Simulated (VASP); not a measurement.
# A VASP study of RbSnICl2 (AM05): structure first, properties next, part 3 of 5

Wanted: the relaxed cell of RbSnICl2 and its properties. The cell is invented: it takes the structure of a Materials Project entry for RbSnBr3 (space group 1 there), with some of its atoms replaced by other elements, volume scaled by an estimate. It may not be a known or stable phase.

VASP 6.6.1; AM05; plane waves and PAW (I, Sn_d, Rb_sv, Cl); invented cell.

So far, gap on the k-mesh (eV): step 3 (full relaxation (AM05)) 2.07.

### Step 5. Density, ELF and potential (AM05)

A single point on the relaxed cell gives a clean self-consistent state, with density, ELF and potential written out.

Input file INCAR:

```
SYSTEM = RbSnICl2
PREC = Accurate
ENCUT = 400
EDIFF = 1E-06
NELM = 100
ISMEAR = 0
SIGMA = 0.05
LREAL = .FALSE.
ALGO = Normal
GGA = AM
NBANDS = 28
LORBIT = 11
LWAVE = .FALSE.
LCHARG = .TRUE.
ISIF = 2
LELF = .TRUE.
LVHAR = .TRUE.
```

Input file POSCAR:

```
RbSnICl2
1.0
    5.6648714335     -0.0845865051      0.0509770855
   -0.1164479863      6.2471443144      0.0573800655
   -0.0515115932     -0.2208488472      5.6650650366
I Sn Rb Cl
1 1 1 2
Direct
    0.4958486203      0.9745628223      0.5157972471
    0.4794662075      0.4755166829      0.5009945316
    0.9754371653      0.1375808147      0.0034817219
    0.4841416124      0.4424240539      0.0407683809
    0.0187613944      0.4412396261      0.5087611186
```

Input file KPOINTS:

```
Automatic mesh
0
Gamma
4 3 4
0 0 0
```

PAW data sets: I, Sn_d, Rb_sv and Cl (PBE family, release 64).

Run with:

```
> mpirun -np 2 vasp_std
```

The log of the run:

```text
[banner, memory and clock lines left out]
running    2 mpi-ranks, on    1 nodes
 distrk:  each k-point on    2 cores,    1 groups
 distr:  one band on    1 cores,    2 groups

 POSCAR found type information on POSCAR I SnRbCl
 POSCAR found :  4 types and       5 ions
 [... a notice as in an earlier step ...]

 LDA part: xc-table for (Slater+PW92), standard interpolation
 POSCAR, INCAR and KPOINTS ok, starting setup
 FFT: planning ... GRIDC
 FFT: planning ... GRID_SOFT
 FFT: planning ... GRID
 WAVECAR not read
 entering main loop
       N       E                     dE             d eps       ncg     rms          rms(c)
[... 1 cycle as in an earlier step ...]
DAV:   2     0.264383278309E+02   -0.31375E+03   -0.30384E+03  1724   0.296E+02
DAV:   3    -0.144757463835E+02   -0.40914E+02   -0.40622E+02  1760   0.123E+02
DAV:   4    -0.167454465218E+02   -0.22697E+01   -0.22639E+01  2336   0.292E+01
DAV:   5    -0.167841317984E+02   -0.38685E-01   -0.38665E-01  2044   0.308E+00    0.608E+00
DAV:   6    -0.162229456252E+02    0.56119E+00   -0.11071E+00  2156   0.647E+00    0.372E+00
DAV:   7    -0.162010265697E+02    0.21919E-01   -0.41649E-01  2008   0.306E+00    0.159E+00
DAV:   8    -0.162160981841E+02   -0.15072E-01   -0.49802E-02  1728   0.153E+00    0.261E-01
DAV:   9    -0.162193515414E+02   -0.32534E-02   -0.84030E-03  2024   0.577E-01    0.126E-01
DAV:  10    -0.162210639226E+02   -0.17124E-02   -0.15978E-03  1620   0.199E-01    0.675E-02
DAV:  11    -0.162218847354E+02   -0.82081E-03   -0.79978E-04  1904   0.163E-01    0.218E-02
DAV:  12    -0.162219223714E+02   -0.37636E-04   -0.56752E-05  2028   0.378E-02    0.137E-02
DAV:  13    -0.162219398071E+02   -0.17436E-04   -0.12415E-05  1664   0.187E-02    0.443E-03
DAV:  14    -0.162219415969E+02   -0.17898E-05   -0.10589E-06  1484   0.582E-03    0.299E-03
DAV:  15    -0.162219423307E+02   -0.73381E-06   -0.69384E-07  1104   0.512E-03
   1 F= -.16221942E+02 E0= -.16221942E+02  d E =-.155229E-12
```

Wall time 47 s (2 MPI ranks of AMD EPYC 9R14 (Zen 4), shared host); peak memory 0.41 GiB.

From OUTCAR (step 5):

```text
   NELECT =      44.0000    total number of electrons

 E-fermi :   1.3735

  Total        0.0084864      0.0146581      0.0006351      0.0006806      0.0047917      0.0097826
  in kB        0.0678083      0.1171216      0.0050747      0.0054383      0.0382868      0.0781652
  external PRESSURE =       0.0633349 kB  Pullay stress =       0.0000000 kB

  FREE ENERGIE OF THE ION-ELECTRON SYSTEM (eV)
  ---------------------------------------------------
  free  energy   TOTEN  =       -16.2219423307 eV

  energy  without entropy=      -16.2219423307  energy(sigma->0) =      -16.22194233

[... 17 parts as in an earlier step ...]

[... 2 further parts left out ...]
```

This step gave:

```yaml
electronic_steps: 15
```

Valence electrons inside each PAW sphere by angular momentum. Sphere charges, by row:

| atom | s (e) | p (e) | d (e) | tot (e) |
| --- | --- | --- | --- | --- |
| I1 | 1.506 | 2.782 | 0.011 | 4.299 |
| Sn2 | 1.408 | 0.614 | 10 | 12.03 |
| Rb3 | 1.932 | 5.35 | 0.014 | 7.296 |
| Cl4 | 1.589 | 3.5 | 0 | 5.089 |
| Cl5 | 1.589 | 3.5 | 0 | 5.089 |

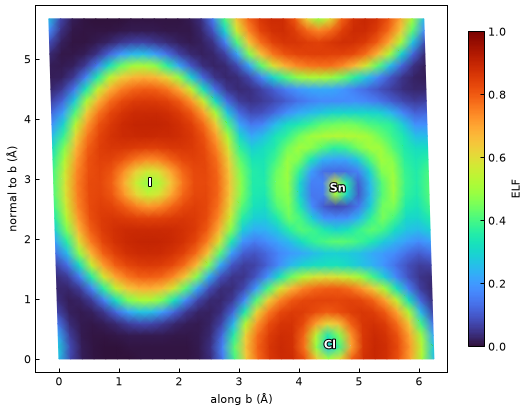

ELF in the bc plane at fractional x = 0.479, with atoms of I and Sn and Cl within 0.2 Å of it. It is the smooth field of the valence electrons, not physical close to the nuclei. The map starts off the cell's origin, so that atoms lie inside it.

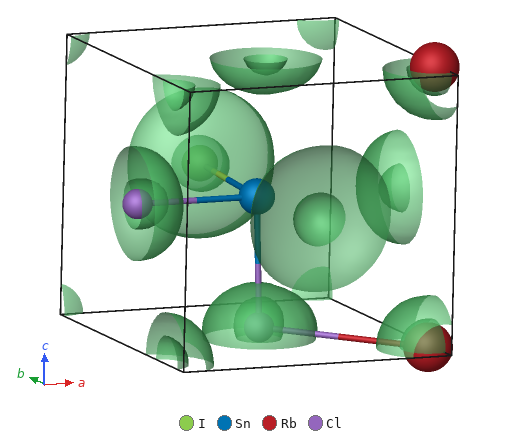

Surface of ELF = 0.82. Bonds to atoms that aren't drawn are left out.

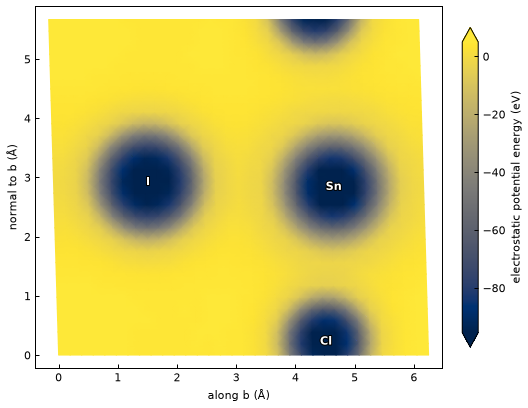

Electrostatic potential energy in the bc plane at fractional x = 0.479, with atoms of I and Sn and Cl within 0.2 Å of it. With pseudopotentials it is smooth inside the atoms' cores, unlike the true potential. The map starts off the cell's origin, so that atoms lie inside it.

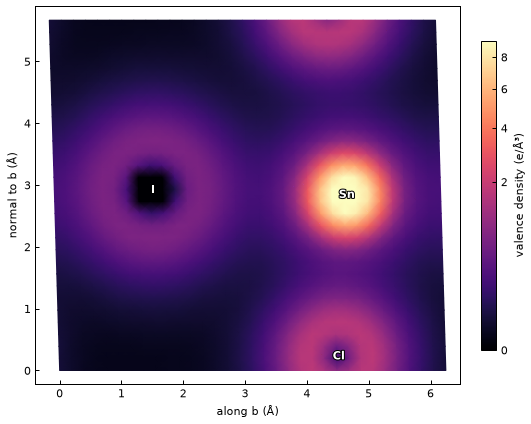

Valence density in the bc plane at fractional x = 0.479, with atoms of I and Sn and Cl within 0.2 Å of it. It is the smooth field of the valence electrons, not physical close to the nuclei. The map starts off the cell's origin, so that atoms lie inside it. The colour scale is stretched toward low values.

In this run the pressure is 0.01 GPa, small enough to go on.

### Step 6. Band structure (AM05)

Levels along the symmetry lines show where the bands peak and cross; KPOINTS_OPT computes them in the converged potential.

Input file INCAR:

```
SYSTEM = RbSnICl2
PREC = Accurate
ENCUT = 400
EDIFF = 1E-06
NELM = 100
ISMEAR = 0
SIGMA = 0.05
LREAL = .FALSE.
ALGO = Normal
GGA = AM
NBANDS = 37
LORBIT = 11
LWAVE = .FALSE.
LCHARG = .FALSE.
KPAR = 2
```

POSCAR is that of step 5.

KPOINTS is that of step 5.

Input file KPOINTS_OPT:

```
Line mode
16
Line-mode
Reciprocal
 -0.50000000   0.00000000   0.50000000 X
  0.00000000   0.00000000   0.00000000 GAMMA

  0.00000000   0.00000000   0.00000000 GAMMA
  0.00000000   0.50000000   0.00000000 Y

 -0.50000000   0.50000000   0.50000000 L
  0.00000000   0.00000000   0.00000000 GAMMA

  0.00000000   0.00000000   0.00000000 GAMMA
  0.00000000   0.00000000  -0.50000000 Z

 -0.50000000   0.00000000   0.00000000 N
  0.00000000   0.00000000   0.00000000 GAMMA

  0.00000000   0.00000000   0.00000000 GAMMA
  0.00000000   0.50000000  -0.50000000 M

 -0.50000000   0.50000000   0.00000000 R
  0.00000000   0.00000000   0.00000000 GAMMA
```

Run with:

```
> mpirun -np 2 vasp_std
```

The log of the run:

```text
[... set-up lines as in an earlier step ...]
 entering main loop
       N       E                     dE             d eps       ncg     rms          rms(c)
DAV:   1     0.325628514618E+03    0.32563E+03   -0.15954E+04  1924   0.926E+02
DAV:   2     0.291086975085E+02   -0.29652E+03   -0.27758E+03  2180   0.244E+02
DAV:   3    -0.141840151552E+02   -0.43293E+02   -0.42709E+02  2361   0.103E+02
DAV:   4    -0.167330205279E+02   -0.25490E+01   -0.25409E+01  2862   0.248E+01
DAV:   5    -0.167840378932E+02   -0.51017E-01   -0.50979E-01  2715   0.291E+00    0.608E+00
DAV:   6    -0.162229843809E+02    0.56105E+00   -0.81887E-01  2823   0.490E+00    0.366E+00
DAV:   7    -0.162014758656E+02    0.21509E-01   -0.35805E-01  2680   0.235E+00    0.163E+00
DAV:   8    -0.162172000573E+02   -0.15724E-01   -0.45603E-02  2177   0.120E+00    0.235E-01
DAV:   9    -0.162192442252E+02   -0.20442E-02   -0.69304E-03  2576   0.470E-01    0.127E-01
DAV:  10    -0.162211552581E+02   -0.19110E-02   -0.18213E-03  2079   0.168E-01    0.659E-02
DAV:  11    -0.162218850340E+02   -0.72978E-03   -0.68240E-04  2354   0.124E-01    0.265E-02
DAV:  12    -0.162219224291E+02   -0.37395E-04   -0.51789E-05  2575   0.293E-02    0.170E-02
DAV:  13    -0.162219398973E+02   -0.17468E-04   -0.11864E-05  2149   0.137E-02    0.514E-03
DAV:  14    -0.162219415779E+02   -0.16806E-05   -0.99661E-07  2145   0.532E-03    0.247E-03
DAV:  15    -0.162219423488E+02   -0.77092E-06   -0.68893E-07  1699   0.386E-03
   1 F= -.16221942E+02 E0= -.16221942E+02  d E =-.602670E-21
 Start KPOINTS_OPT (optional k-point list driver)
k-point batch [1-26\112]
       N       E                     dE             ncg
DAV:   1    -0.204043481367E+04   -0.11584E+05     1924
DAV:   2    -0.968625831798E+04   -0.76458E+04     2228
DAV:   3    -0.107909003613E+05   -0.11046E+04     2404
DAV:   4    -0.108578851878E+05   -0.66985E+02     3096
DAV:   5    -0.108588326678E+05   -0.94748E+00     2576
DAV:   6    -0.108588526129E+05   -0.19945E-01     2835
DAV:   7    -0.108588532610E+05   -0.64811E-03     2888
DAV:   8    -0.108588532744E+05   -0.13456E-04     2808
DAV:   9    -0.108588532747E+05   -0.26602E-06     1800
[...]
k-point batch [105-112\112]
       N       E                     dE             ncg
DAV:   1     0.120547761106E+05   -0.22054E+04      592
DAV:   2     0.972459344781E+04   -0.23302E+04      688
DAV:   3     0.938880036774E+04   -0.33579E+03      744
DAV:   4     0.936831279657E+04   -0.20488E+02     1000
DAV:   5     0.936814390060E+04   -0.16890E+00      768
DAV:   6     0.936813918533E+04   -0.47153E-02      920
DAV:   7     0.936813908463E+04   -0.10070E-03      864
DAV:   8     0.936813908119E+04   -0.34483E-05      904
DAV:   9     0.936813908112E+04   -0.69876E-07      552
```

It took 3.2 min on 2 MPI ranks; peak memory 0.69 GiB; 6.2 min of CPU time.

OUTCAR, selected parts (step 6):

```text
   k-points           NKPTS =     26   k-points in BZ     NKDIM =     26   number of bands    NBANDS=     37

   NELECT =      44.0000    total number of electrons

 E-fermi :   1.4595

 k-point     2 :       0.2500   -0.0000   -0.0000
  band No.  band energies     occupation
    ...
     18      -1.4076      2.00000
     19      -1.1128      2.00000
     20      -0.9552      2.00000
     21      -0.4320      2.00000
     22      -0.3227      2.00000
     23       5.0694      0.00000
     24       5.3626      0.00000
     25       6.2373      0.00000
     26       6.3808      0.00000
     27       6.5280      0.00000
    ...

  Total        0.0081208      0.0142107      0.0002601      0.0006749      0.0047817      0.0097765
  in kB        0.0648869      0.1135472      0.0020782      0.0053927      0.0382069      0.0781171
  external PRESSURE =       0.0601708 kB  Pullay stress =       0.0000000 kB

 POSITION                                       TOTAL-FORCE (eV/Angst)
 -----------------------------------------------------------------------------------
      2.66886      5.93238      3.00322        -0.000864      0.007017      0.006419
      2.63493      2.81942      2.88989        -0.006391     -0.001488      0.003010
      5.50953      0.77621      0.07734         0.002190      0.004312     -0.008284
      2.68898      2.71393      0.28102        -0.002220     -0.006232      0.002620
      0.02869      2.64254      2.90844         0.007285     -0.003608     -0.003765
 -----------------------------------------------------------------------------------
    total drift:                               -0.000514     -0.000500     -0.000352

  FREE ENERGIE OF THE ION-ELECTRON SYSTEM (eV)
  ---------------------------------------------------
  free  energy   TOTEN  =       -16.2219423488 eV

  energy  without entropy=      -16.2219423488  energy(sigma->0) =      -16.22194235

[... 11 parts as in an earlier step ...]

[... 5 further parts left out ...]
```

Spin-orbit coupling is off here; with elements this heavy it splits and shifts levels by tenths of an eV or more.

Numbers from this step:

```yaml
bands: 37
fermi_energy: 1.460 eV
pressure: 0.006017 GPa
least_gap_on_mesh_and_path: 1.042 eV
least_direct_gap_on_mesh_and_path: 1.042 eV
valence_top_at_k: -0.5, 0.5, 0.5
conduction_bottom_at_k: -0.5, 0.5, 0.5
least_direct_gap_at_k: -0.5, 0.5, 0.5
```

The electronic bands at the labelled points (eV, zero at the valence-band top; v1 is the highest filled band, c1 the lowest empty one):

| point | v4 | v3 | v2 | v1 | c1 | c2 | c3 | c4 |
| --- | --- | --- | --- | --- | --- | --- | --- | --- |
| X | -2.74 | -2.41 | -2.39 | -1.01 | 1.87 | 1.94 | 4.41 | 4.51 |
| Γ | -3.01 | -2.55 | -2.02 | -2.02 | 2.83 | 4.52 | 4.55 | 4.71 |
| Y | -3.02 | -2.15 | -2.15 | -1.08 | 1.62 | 3.83 | 4.44 | 4.51 |
| jump to L | -2.69 | -1.96 | -1.95 | 0.00 | 1.04 | 1.38 | 1.52 | 3.95 |
| Γ | -3.01 | -2.55 | -2.02 | -2.02 | 2.83 | 4.52 | 4.55 | 4.71 |
| Z | -2.72 | -2.37 | -2.09 | -1.93 | 2.31 | 4.36 | 4.43 | 4.46 |
| jump to N | -2.72 | -2.37 | -2.09 | -1.92 | 2.31 | 4.37 | 4.43 | 4.47 |
| Γ | -3.01 | -2.55 | -2.02 | -2.02 | 2.83 | 4.52 | 4.55 | 4.71 |
| M | -2.91 | -2.17 | -1.95 | -0.51 | 1.30 | 1.81 | 4.04 | 4.85 |
| jump to R | -2.90 | -2.18 | -1.95 | -0.51 | 1.31 | 1.81 | 4.04 | 4.84 |
| Γ | -3.01 | -2.55 | -2.02 | -2.02 | 2.83 | 4.52 | 4.55 | 4.71 |

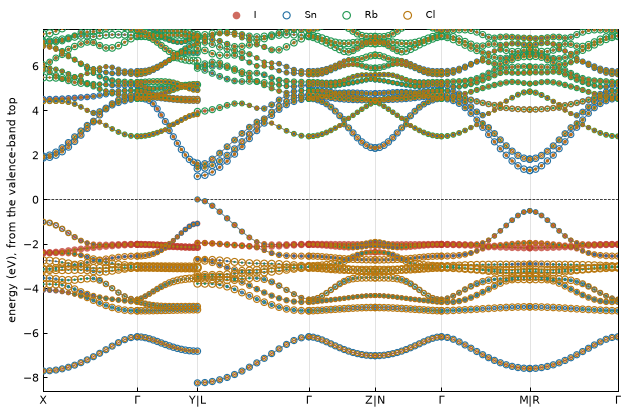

Electronic bands along the path; dots are coloured as in the legend, and their area grows with the weight.

The path lowers the gap by 1.03 eV against the mesh alone, so a band edge lies off the mesh.

### Step 7. Density of states (AM05)

A density of states needs more k-points than a total energy; ISMEAR = -5 takes tetrahedra, and LORBIT projects the states on the PAW spheres. The mesh is finer than in the run before.

INCAR: that of step 6 with these lines changed.

```diff
@@ -5,3 +5,3 @@
 NELM = 100
-ISMEAR = 0
+ISMEAR = -5
 SIGMA = 0.05
@@ -15 +15,2 @@
 KPAR = 2
+NEDOS = 2001
```

POSCAR is that of step 6.

Input file KPOINTS:

```
Automatic mesh
0
Gamma
5 5 5
0 0 0
```

Run with:

```
> mpirun -np 2 vasp_std
```

The log of the run:

```text
[... set-up lines as in an earlier step ...]
 entering main loop
       N       E                     dE             d eps       ncg     rms          rms(c)
DAV:   1     0.326939850901E+03    0.32694E+03   -0.16084E+04  4670   0.933E+02
DAV:   2     0.286822317143E+02   -0.29826E+03   -0.27958E+03  5414   0.247E+02
DAV:   3    -0.141741635101E+02   -0.42856E+02   -0.42326E+02  5674   0.102E+02
DAV:   4    -0.167021217749E+02   -0.25280E+01   -0.25212E+01  7196   0.248E+01
DAV:   5    -0.167440003830E+02   -0.41879E-01   -0.41855E-01  6440   0.263E+00    0.607E+00
DAV:   6    -0.161812001919E+02    0.56280E+00   -0.83061E-01  6836   0.490E+00    0.365E+00
DAV:   7    -0.161596860892E+02    0.21514E-01   -0.35667E-01  6447   0.233E+00    0.163E+00
DAV:   8    -0.161755366122E+02   -0.15851E-01   -0.45438E-02  5316   0.120E+00    0.229E-01
DAV:   9    -0.161775338465E+02   -0.19972E-02   -0.67234E-03  6319   0.461E-01    0.127E-01
DAV:  10    -0.161795075979E+02   -0.19738E-02   -0.18309E-03  5182   0.167E-01    0.651E-02
DAV:  11    -0.161802285839E+02   -0.72099E-03   -0.65758E-04  5692   0.122E-01    0.269E-02
DAV:  12    -0.161802640578E+02   -0.35474E-04   -0.51911E-05  6183   0.300E-02    0.158E-02
DAV:  13    -0.161802844137E+02   -0.20356E-04   -0.14381E-05  5207   0.154E-02    0.490E-03
DAV:  14    -0.161802859035E+02   -0.14898E-05   -0.10462E-06  5199   0.528E-03    0.272E-03
DAV:  15    -0.161802867187E+02   -0.81519E-06   -0.72672E-07  4210   0.383E-03
   1 F= -.16180287E+02 E0= -.16180287E+02  d E =0.000000E+00
```

Run time: 2.2 min. Hardware: 2 MPI ranks; peak memory 0.85 GiB; 4.4 min of CPU time.

OUTCAR, selected parts (step 7):

```text
   k-points           NKPTS =     63   k-points in BZ     NKDIM =     63   number of bands    NBANDS=     37

   NELECT =      44.0000    total number of electrons

 E-fermi :   1.1538

 k-point     1 :       0.0000    0.0000    0.0000
  band No.  band energies     occupation
    ...
     18      -1.3478      2.00000
     19      -1.3193      2.00000
     20      -0.8465      2.00000
     21      -0.2998      2.00000
     22      -0.2945      2.00000
     23       4.5406      0.00000
     24       6.2228      0.00000
     25       6.2463      0.00000
     26       6.4088      0.00000
     27       6.6009      0.00000
    ...

  Total       -0.1066060      0.4803954     -0.1141411     -0.0006369      0.0193894      0.0098498
  in kB       -0.8518091      3.8384811     -0.9120160     -0.0050888      0.1549265      0.0787026
  external PRESSURE =       0.6915520 kB  Pullay stress =       0.0000000 kB

 POSITION                                       TOTAL-FORCE (eV/Angst)
 -----------------------------------------------------------------------------------
      2.66886      5.93238      3.00322        -0.006130     -0.005102     -0.001621
      2.63493      2.81942      2.88989         0.010793     -0.005511      0.022134
      5.50953      0.77621      0.07734         0.001619     -0.000419     -0.008847
      2.68898      2.71393      0.28102         0.003233      0.004245     -0.012118
      0.02869      2.64254      2.90844        -0.009516      0.006787      0.000452
 -----------------------------------------------------------------------------------
    total drift:                               -0.000456     -0.000527     -0.000292

  FREE ENERGIE OF THE ION-ELECTRON SYSTEM (eV)
  ---------------------------------------------------
  free  energy   TOTEN  =       -16.1802867187 eV

  energy  without entropy=      -16.1802867187  energy(sigma->0) =      -16.18028672

[... 6 parts as in an earlier step ...]

[... 10 further parts left out ...]
```

This step gave:

| Property | Result |
| --- | --- |
| irreducible k points | 63 |
| free energy (TOTEN) | -16.18 eV |
| Fermi energy | 1.154 eV |
| pressure | 0.06916 GPa |
| valence top at k | -0.4, -0.4, 0.4 |
| conduction bottom at k | 0.4, -0.4, 0.4 |
| least direct gap at k | 0.4, -0.4, 0.4 |
| gap on the k-mesh | 1.986 eV |
| least direct gap on the k-mesh | 1.991 eV |

The density of states has structure finer than the step of the table below, so its rows give means over 1 eV, whole bins alone (the curve runs from -12.0 to 6.13 eV). Peaks (eV: height): total -10.5: 191; Rb p -10.5: 168.

States under -12.0 eV and over 6.1 eV are left out; flat bands give spikes narrower than the energy grid, so sums over such rows miss the true count of states. Table of density of states by energy, zero at the valence-band top; means over each step; values in states/eV/cell:

| energy (eV) | total | Rb p |
| --- | --- | --- |
| -11 | 4.50 | 3.96 |
| -10 | 5.07 | 4.46 |
| -9 | 0 | 0 |
| -8 | 0.0591 | 0 |
| -7 | 1.58 | 5.5e-4 |
| -6 | 0.373 | 0 |
| -5 | 0 | 0 |
| -4 | 2.67 | 0.00656 |
| -3 | 7.04 | 0.0313 |
| -2 | 5.56 | 0.0142 |
| -1 | 2.38 | 0.00285 |
| 0 | 0.382 | 0 |
| 1 | 0 | 0 |
| 2 | 0.805 | 2.4e-4 |
| 3 | 1.93 | 0.00181 |
| 4 | 2.52 | 0.00625 |
| 5 | 3.27 | 0.0173 |

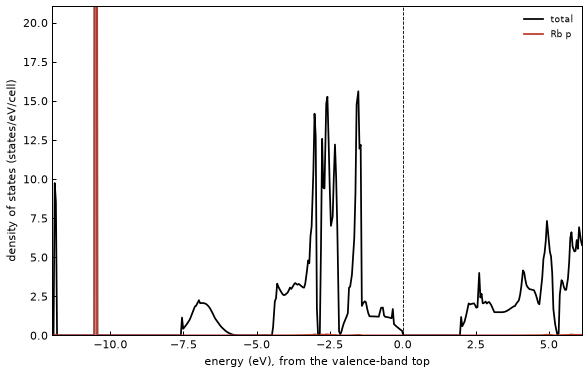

Density of states against energy. The peaks of deep states run off the scale.

The gap on this mesh is 1.99 eV, over the 1.04 eV of the band run, since this mesh misses a band edge.

[end of part 3 of 5]

[Lines on the potential files, build, host, timing and source positions are cut from VASP's logs without a mark.]

[Logs are printed without paths, hosts, clocks, repeated set-up lines and the standing remarks that a program may print on its own settings, such as how far it seeks lower states.]

[Hosts, paths, dates, database ids (printed as entryN), source tags and the programs' standing remarks are cut or masked in the printed files.]

[A measured line is paired with the nearest computed mode of its activity, which favours agreement.]
